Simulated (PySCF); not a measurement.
**BiH₃, SMILES `[BiH3]`: what the electrons do**

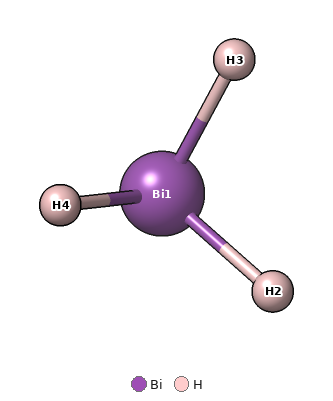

The molecule, with its atoms numbered as below. No frequency check shows the geometry to be a minimum.

Cartesian coordinates (Å):

```
Bi1     -0.0365    0.0000    0.0002
H2       1.0171   -0.5055    1.3312
H3       1.0035   -0.9048   -1.1114
H4       1.0084    1.4103   -0.2360
```

### 1. Bonding charge

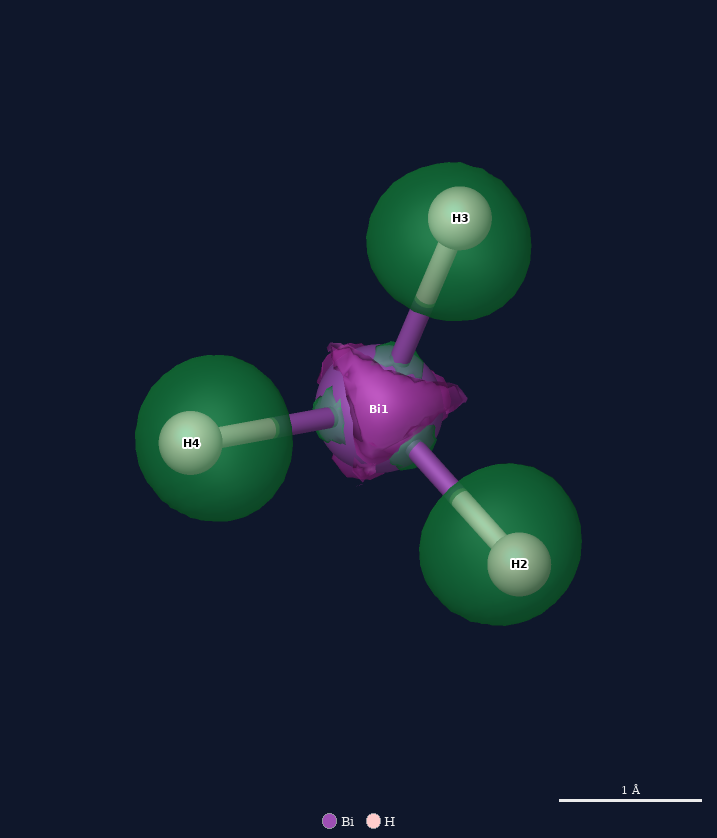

Deformation density (molecule less spherical, spin-averaged free atoms at the same positions), surfaces at ±0.1 e/Å³; green: gain, purple: loss.

PySCF calculation, ωB97X/def2-TZVP, gas phase; geometry: GFN2-xTB. Core potentials replace the inner electrons of Bi; spin–orbit coupling isn't included.

How much density has each bond gained at its critical point, relative to the free atoms?

Answer. Bi1–H3, Bi1–H4 and Bi1–H2: +0.20 e/Å³ at the bond critical point (bond length 1.77 Å, Mayer order 1.0). In all, 0.9 electrons gather in the regions of gain relative to the promolecule.

Where do the Hirshfeld charges lie?

Answer. The highest Hirshfeld charge is on Bi1 (+0.28 e), the lowest on H2, H3 and H4 (−0.09 e).

### 2. Bond critical points

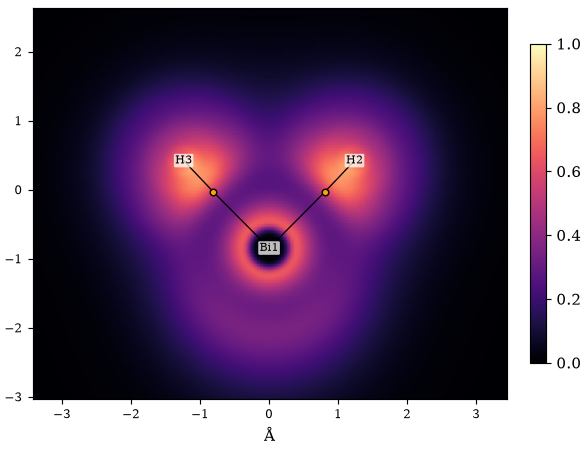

Localised orbital locator (LOL) in the plane of Bi1, H2 and H3, with bond paths and bond critical points (dots).

What values does LOL take at the bond critical points in this plane?

Answer. Bi1–H3 and Bi1–H2: about 0.54. Values above 0.5 mark slow, localised electrons, as in shared pairs; low values at a critical point mark a polar or closed-shell contact whose critical point lies between the shells.

Where along Bi1–H3 does the critical point lie?

Answer. 1.14 Å from Bi1 and 0.63 Å from H3.

### 3. Local ionisation energy

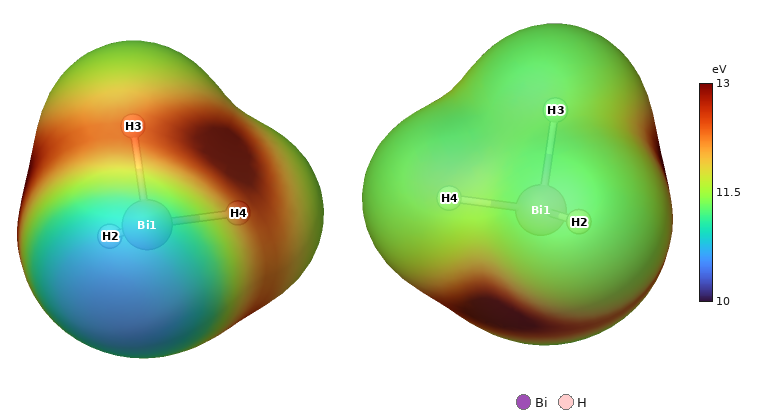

Average local ionisation energy on the surface of electron density 0.001 a.u. (back view left, front view right).

Where are the most loosely bound electrons on this surface?

Answer. The lowest value is 10.5 eV, 2.5 Å from Bi1. Further minima include 11.3 eV, 1.7 Å from H3, and at like points elsewhere. For comparison, the highest occupied orbital lies at −9.9 eV.

What volume does the surface enclose, and what is the dipole moment?

Answer. About 77 Å³; the dipole moment is 1.2 D.

### 4. In an electric field

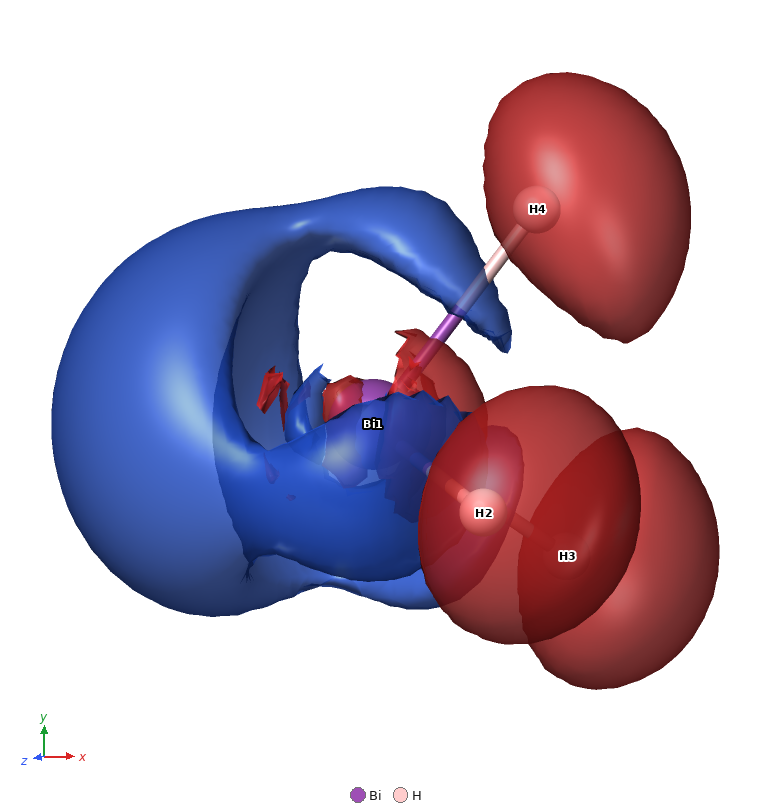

Change of the electron density in a uniform field of 0.21 V/Å, surfaces at ±0.0015 e/Å³ (blue: gain, red: loss).

Method: ωB97X/def2-TZVP; geometry: GFN2-xTB; program: PySCF. Core potentials replace the inner electrons of Bi; spin–orbit coupling isn't included. A basis without diffuse functions makes polarisabilities too small.

Along which Cartesian direction does the field point?

Answer. Along +x: electrons gather on the −x side, against the field.

How large is the response?

Answer. The induced dipole is 0.47 D (along the field); α along this axis, from the fields in both directions, is 46 bohr³ (6.8 Å³).

Which atoms gain and lose the most charge?

Answer. Electrons gather most on Bi1 (Hirshfeld charge changes by −0.028 e) and leave H2, H3 and H4 alike most (+0.009 e); 0.043 electrons are displaced in all.

### 5. Removing or adding an electron

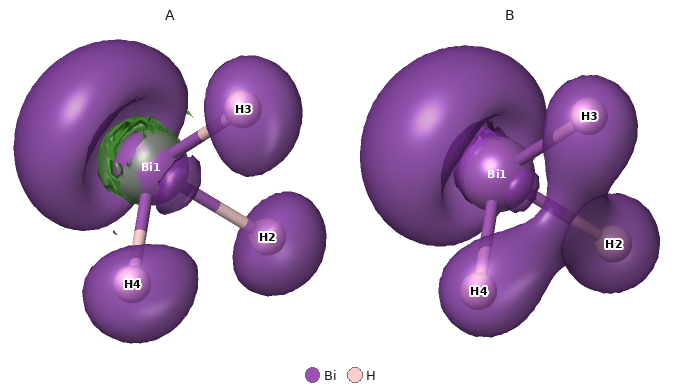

The Fukui function f⁻ from two separate SCF calculations and the density of the HOMO, at ±0.03 e/Å³ (purple positive, green negative).

Method: ωB97X/def2-TZVP; geometry: GFN2-xTB; program: PySCF. Core potentials replace the inner electrons of Bi; spin–orbit coupling isn't included.

Which panel is which, and how good is the frozen-orbital picture?

Answer. A is f⁻ (it has negative regions), B the HOMO density. The HOMO lies on Bi1 (71 %) and H2, H3 and H4 (10 % each); f⁻ (Hirshfeld-condensed) is largest on Bi1 (0.59); the vertical ionisation energy is 10.20 eV. Relaxation shifts 12 % of the electron between atoms. The orbital energy is −9.93 eV.
